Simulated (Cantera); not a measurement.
Input: 1 mol borazine, 3.6 mol H2, at 0.00880 bar.

These are equilibrium values from Cantera (NASA tables, ideal gas, pure condensed phases), not measurements of a reactor. Candidate condensed phases: B, BN; 15 gas species. The feed counts by its element totals alone. Mutual solubility and eutectic melting of coexisting phases are not modelled. The tables' values for BH2 are old estimates; treat these amounts as uncertain. Rates play no part.

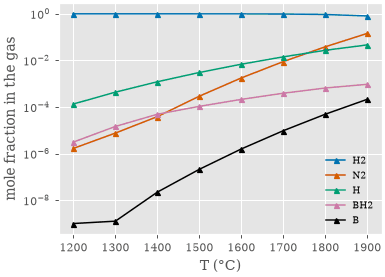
Equilibrium gas composition (values under 1e-9 drawn at 1e-9)

### Question
Read off the mole fractions at 1900 °C.

### Answer
H2 about 0.81, N2 about 0.14, H about 0.046, BH2 about 0.00094, B about 0.00021.
